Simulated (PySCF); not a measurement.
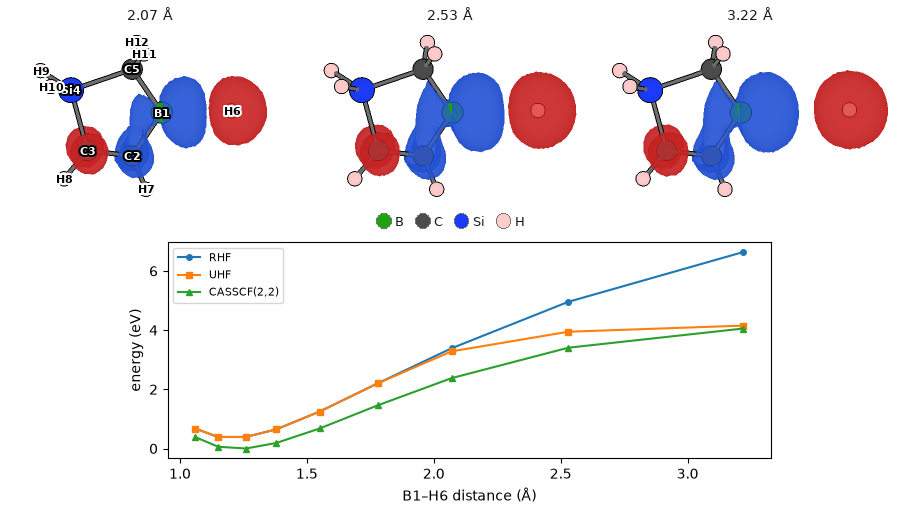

Figure. C3H7BSi, SMILES `B1C=C[SiH2]C1`. Rigid stretch of the B1–H6 bond. Broken-symmetry UHF spin density at ±0.03 e/Å³ (blue: α, red: β). Below: energies along the scan, from the lowest point of the three curves.

Level of theory: def2-SVP basis (PySCF), at a geometry from GFN2-xTB. No frequency check shows the geometry to be a minimum.

How does the broken-symmetry solution share the spin, and how far is it from a pure singlet?

Answer. At 3.22 Å excess α spin lies mostly on B1 and excess β on H6; the two could be swapped at no cost. ⟨S²⟩ is 0.36 at 2.07 Å, 0.84 at 2.53 Å and 1.01 at 3.22 Å, against 0 for a pure singlet and 1 for an equal mix of singlet and triplet.

Where does the UHF solution part from RHF?

Answer. Between 1.78 Å (⟨S²⟩ = 0, the two coincide) and 2.07 Å (⟨S²⟩ = 0.36); at 3.22 Å ⟨S²⟩ is 1.01 and UHF lies 2.5 eV below RHF.

How much energy does the stretch cost?

Answer. By CASSCF, 4.1 eV from the lowest point of the scan (1.26 Å) to 3.22 Å; RHF gives 6.2 eV from its own lowest point. The fragments aren't relaxed and dynamic correlation is missing, so this isn't a bond dissociation energy.
